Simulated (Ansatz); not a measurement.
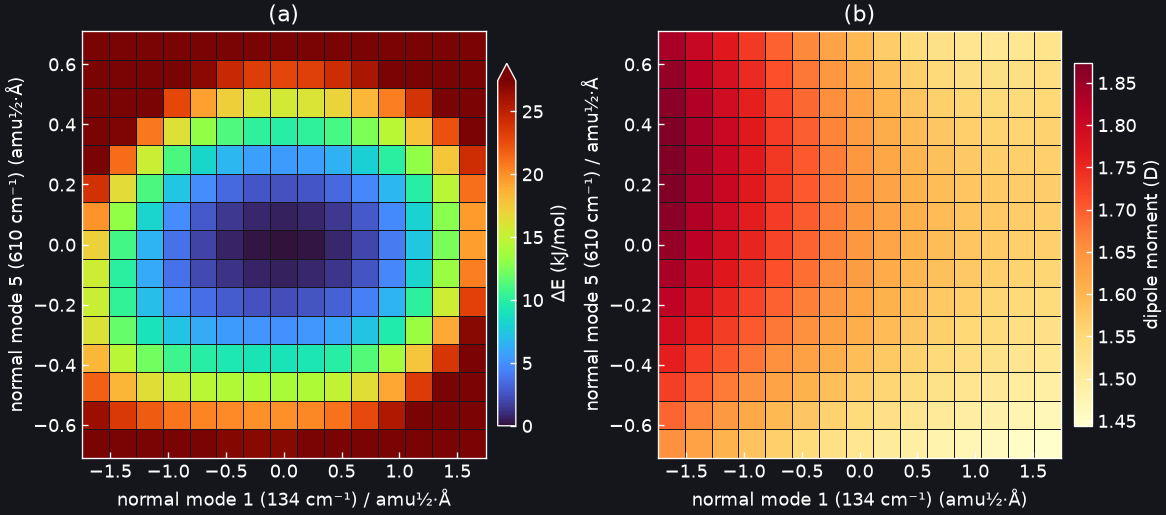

CH2BBrO, SMILES OC=BBr. Coordinates scanned: (1) normal mode 1 (134 cm⁻¹); (2) normal mode 5 (610 cm⁻¹). Nothing is relaxed (straight displacements along the two mass-weighted modes). The grid has 15 × 15 points. Energies: kJ/mol, counted from the lowest grid point. Method: Ansatz, RKS PBE0-D4/def2-TZVP.

Panel (a) is the energy and panel (b) the computed dipole moment on the same grid.

The picture shows one coloured cell a grid point, one colour for all values above the top of the scale.

> How does the dipole moment vary over the map, and what is it at the lowest grid point?

Leaving out the highest fifth of the energies, it runs from 1.50 D at normal mode 1 (134 cm⁻¹) = 0.931 amu½·Å, normal mode 5 (610 cm⁻¹) = −0.567 amu½·Å to 1.87 D at normal mode 1 (134 cm⁻¹) = −1.629 amu½·Å, normal mode 5 (610 cm⁻¹) = 0.189 amu½·Å. At the lowest grid point, normal mode 1 (134 cm⁻¹) = 0.000 amu½·Å, normal mode 5 (610 cm⁻¹) = 0.000 amu½·Å, it is 1.64 D.

| normal mode 5 (610 cm⁻¹) ↓, normal mode 1 (134 cm⁻¹) → | −1.629 | −1.397 | −1.164 | −0.931 | −0.698 | −0.466 | −0.233 | 0.000 | 0.233 | 0.466 | 0.698 | 0.931 | 1.164 | 1.397 | 1.629 |
| --- | --- | --- | --- | --- | --- | --- | --- | --- | --- | --- | --- | --- | --- | --- | --- |
| 0.662 | 1.84 | 1.80 | 1.77 | 1.73 | 1.70 | 1.66 | 1.63 | 1.60 | 1.57 | 1.55 | 1.53 | 1.52 | 1.51 | 1.52 | 1.52 |
| 0.567 | 1.85 | 1.82 | 1.78 | 1.75 | 1.71 | 1.68 | 1.64 | 1.61 | 1.59 | 1.56 | 1.55 | 1.54 | 1.53 | 1.53 | 1.54 |
| 0.473 | 1.86 | 1.83 | 1.80 | 1.76 | 1.72 | 1.69 | 1.66 | 1.63 | 1.60 | 1.58 | 1.56 | 1.55 | 1.55 | 1.55 | 1.55 |
| 0.378 | 1.87 | 1.84 | 1.80 | 1.77 | 1.73 | 1.70 | 1.67 | 1.64 | 1.61 | 1.59 | 1.58 | 1.57 | 1.56 | 1.56 | 1.56 |
| 0.284 | 1.87 | 1.84 | 1.80 | 1.77 | 1.74 | 1.70 | 1.67 | 1.64 | 1.62 | 1.60 | 1.59 | 1.57 | 1.57 | 1.56 | 1.57 |
| 0.189 | 1.87 | 1.84 | 1.80 | 1.77 | 1.74 | 1.70 | 1.67 | 1.65 | 1.63 | 1.61 | 1.59 | 1.58 | 1.57 | 1.57 | 1.57 |
| 0.095 | 1.86 | 1.83 | 1.80 | 1.76 | 1.73 | 1.70 | 1.67 | 1.65 | 1.63 | 1.61 | 1.59 | 1.58 | 1.57 | 1.57 | 1.57 |
| 0.000 | 1.85 | 1.82 | 1.79 | 1.75 | 1.72 | 1.69 | 1.67 | 1.64 | 1.62 | 1.61 | 1.59 | 1.58 | 1.57 | 1.57 | 1.56 |
| −0.095 | 1.84 | 1.80 | 1.77 | 1.74 | 1.71 | 1.68 | 1.66 | 1.64 | 1.62 | 1.60 | 1.59 | 1.57 | 1.57 | 1.56 | 1.56 |
| −0.189 | 1.82 | 1.78 | 1.75 | 1.72 | 1.70 | 1.67 | 1.65 | 1.62 | 1.61 | 1.59 | 1.58 | 1.57 | 1.56 | 1.55 | 1.54 |
| −0.284 | 1.79 | 1.76 | 1.73 | 1.70 | 1.68 | 1.65 | 1.63 | 1.61 | 1.59 | 1.58 | 1.56 | 1.55 | 1.54 | 1.54 | 1.53 |
| −0.378 | 1.76 | 1.73 | 1.70 | 1.68 | 1.65 | 1.63 | 1.61 | 1.59 | 1.57 | 1.56 | 1.55 | 1.54 | 1.53 | 1.52 | 1.51 |
| −0.473 | 1.73 | 1.70 | 1.67 | 1.65 | 1.63 | 1.61 | 1.59 | 1.57 | 1.55 | 1.54 | 1.53 | 1.52 | 1.51 | 1.50 | 1.49 |
| −0.567 | 1.69 | 1.67 | 1.64 | 1.62 | 1.60 | 1.58 | 1.56 | 1.54 | 1.53 | 1.52 | 1.51 | 1.50 | 1.49 | 1.48 | 1.47 |
| −0.662 | 1.65 | 1.63 | 1.60 | 1.58 | 1.56 | 1.55 | 1.53 | 1.52 | 1.50 | 1.49 | 1.48 | 1.47 | 1.46 | 1.45 | 1.44 |
